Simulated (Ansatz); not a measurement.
# NO (nitric oxide): UCCSD/STO-3G

Aim: the electronic atomisation energy of NO (nitric oxide) at UCCSD/STO-3G, from 3 runs. 

Program for the calculation: Ansatz 0.2.0.

43 further runs of the same task are left out: 3 that didn't finish, 40 set aside as unsound or not needed.

## 1. The structure to begin with

NO has 2 atoms, charge 0, and is taken as a doublet. SMILES: `[N]=O`. The coordinates come from a GFN2-xTB relaxation.

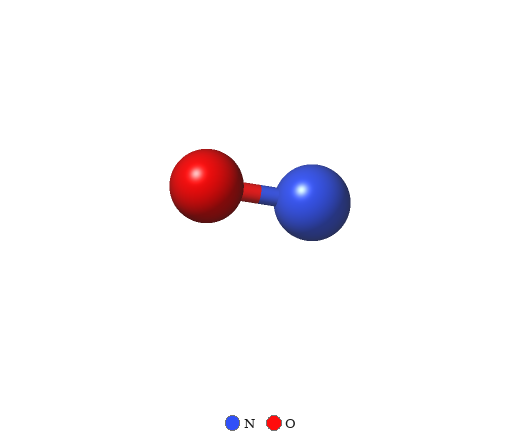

Viewed from a chosen angle; nitrogen blue, oxygen red.

## 2. The energy at UCCSD/STO-3G

job.yaml reads:

```yaml
basis:
  gaussian:
    orbitals: STO-3G
crystal:
  periodic: [false, false, false]
  atoms:
    - {symbol: "N", position_ang: [-0.490230, 0.179450, -0.247330]}
    - {symbol: O, position_ang: [0.490230, -0.179450, 0.247330]}
magnetization:
  spin_polarized: true
  initial_magnetization: 1
correlation:
  method: ccsd
  frozen_orbitals: {"N": 1, O: 1}
accuracy: high
scf:
  omitted_lower_state_checks: [cluster_reference, increment]
```

On the command line:

```
$ ansatz run job.yaml --threads 1 --pin off --max-ram 2610MiB --events-out events.jsonl --progress --plain --runs-dir runs
```

The log of the run:

```text
Warning: RAYON_NUM_THREADS=1 ignored (pool sized by the plan → 1); use --threads N
Functional definition: HF
  name "HF"
  exchange = exact_x
  correlation = 0
these checks for a lower state are left out or cut short: cluster_reference, increment
149 factors; integrals over basis functions are off by at most 2.3e-8 eV
mean field evaluation 1: about -3470.0485 eV, gradient 4.1e0 eV
mean field evaluation 2: about -3470.1038 eV, gradient 4.2e0 eV
mean field evaluation 4: about -3470.1809 eV, gradient 8.9e-1 eV
mean field evaluation 8: about -3470.2016 eV, gradient 2.8e-1 eV
mean field evaluation 16: about -3470.3188 eV, gradient 3.5e-6 eV
mean field evaluation 32: about -3470.3188 eV, gradient 2.5e-8 eV
mean field -3470.31884118 eV, -127.5318651467 hartree, gradient 1.5e-8 eV, S^2 0.986399; 2 other end points of the search recorded, 0 dependent functions left out
2 core orbitals not correlated: weight in the atoms' cores, before any rotation towards them, 1.000 or more for the frozen orbitals, at most 0.000 for the correlated occupied ones
reference -3470.31884118 eV, -127.5318651467 hartree; 6, 5 occupied and 2, 3 virtual orbitals, 149 factors
second order -2.43818551 eV of doubles, -0.00000000 eV of singles
cycle   1  -2.68205345 eV  change   -2.4e-1 eV  update   9.2e-2
cycle   2  -3.13046634 eV  change   -4.5e-1 eV  update   6.3e-2
cycle   3  -3.45056849 eV  change   -3.2e-1 eV  update   3.3e-2
cycle   4  -3.37690119 eV  change    7.4e-2 eV  update   9.5e-3
cycle   5  -3.42167782 eV  change   -4.5e-2 eV  update   4.2e-3
cycle   6  -3.41716629 eV  change    4.5e-3 eV  update   2.5e-3
cycle   7  -3.41573665 eV  change    1.4e-3 eV  update   1.2e-3
cycle   8  -3.42047029 eV  change   -4.7e-3 eV  update   4.8e-4
cycle   9  -3.41974054 eV  change    7.3e-4 eV  update   1.3e-4
cycle  10  -3.41966595 eV  change    7.5e-5 eV  update   4.1e-5
cycle  11  -3.41968637 eV  change   -2.0e-5 eV  update   1.1e-5
cycle  12  -3.41968444 eV  change    1.9e-6 eV  update   2.3e-6
cycle  13  -3.41968040 eV  change    4.0e-6 eV  update   8.9e-7
cycle  14  -3.41967910 eV  change    1.3e-6 eV  update   3.2e-7
cycle  15  -3.41967949 eV  change   -3.9e-7 eV  update   1.8e-7
cycle  16  -3.41967950 eV  change   -1.1e-8 eV  update   7.2e-8
cycle  17  -3.41967956 eV  change   -5.3e-8 eV  update   2.7e-8
cycle  18  -3.41967930 eV  change    2.5e-7 eV  update   5.0e-8
cycle  19  -3.41967921 eV  change    9.4e-8 eV  update   2.4e-8
cycle  20  -3.41967920 eV  change    9.4e-9 eV  update   8.3e-9
cycle  21  -3.41967919 eV  change    6.3e-9 eV  update   3.0e-9
cycle  22  -3.41967919 eV  change    3.4e-9 eV  update  9.1e-10
cycle  23  -3.41967919 eV  change   7.6e-10 eV  update  3.0e-10
Total energy: -3473.73852037 eV, -127.6575360389 hartree
Checks for a lower state left out: cluster_reference, increment
```

Wall time 0.24 s (1 thread of Arm Neoverse V1, shared host).

## 3. The N atom

in.yaml reads:

```yaml
crystal:
  periodic: [false, false, false]
  atoms:
    - {symbol: "N", position_ang: [0.000000, 0.000000, 0.000000]}
basis:
  gaussian:
    orbitals: STO-3G
correlation:
  method: ccsd
  frozen_orbitals: {"N": 1}
accuracy: high
scf:
  omitted_lower_state_checks: [cluster_reference, increment]
magnetization:
  spin_polarized: true
  initial_magnetization: 3
```

Run the same way, it converges to -53.71901 Eh (log not shown).

## 4. The O atom at the same level

input.yaml reads:

```yaml
crystal:
  periodic: [false, false, false]
  atoms:
    - {symbol: O, position_ang: [0.000000, 0.000000, 0.000000]}
basis:
  gaussian:
    orbitals: STO-3G
total_charge: 0
magnetization:
  spin_polarized: true
  initial_magnetization: 2
correlation:
  method: ccsd
  frozen_orbitals: {O: 1}
accuracy: high
scf:
  omitted_lower_state_checks: [cluster_reference, increment]
```

Run the same way, it converges to -73.80415 Eh (log not shown).

## 5. Outcome

Level: UCCSD/STO-3G, 2 core orbitals frozen.

| quantity | value |
| --- | --- |
| molecule: total energy | -127.65754 Eh |
| molecule: correlation energy (2 core orbitals frozen) | -125.7 mEh |
| molecule: ⟨S²⟩ of the reference determinant | 0.986 |
| molecule: T1 diagnostic | 0.064 |
| N atom: total energy | -53.71901 Eh |
| N atom: correlation energy (1 core orbital frozen) | 0.0 mEh |
| N atom: ⟨S²⟩ of the reference determinant | 3.750 |
| N atom: T1 diagnostic | 0.000 |
| O atom: total energy | -73.80415 Eh |
| O atom: correlation energy (1 core orbital frozen) | 0.0 mEh |
| O atom: ⟨S²⟩ of the reference determinant | 2.000 |
| O atom: T1 diagnostic | 0.000 |
| electronic atomisation energy | 3.657 eV |

In words: Taking the molecule apart into free atoms costs 3.66 eV (353 kJ/mol), before zero-point energy and without spin-orbit coupling. In a minimal basis such a difference can be off by several eV, whatever the method. ⟨S²⟩ (molecule) is 0.99 where a pure doublet has 0.75: the reference is spin-contaminated. The T1 diagnostic (molecule) of 0.064 is above the customary mark for such species, so a single reference may not serve.
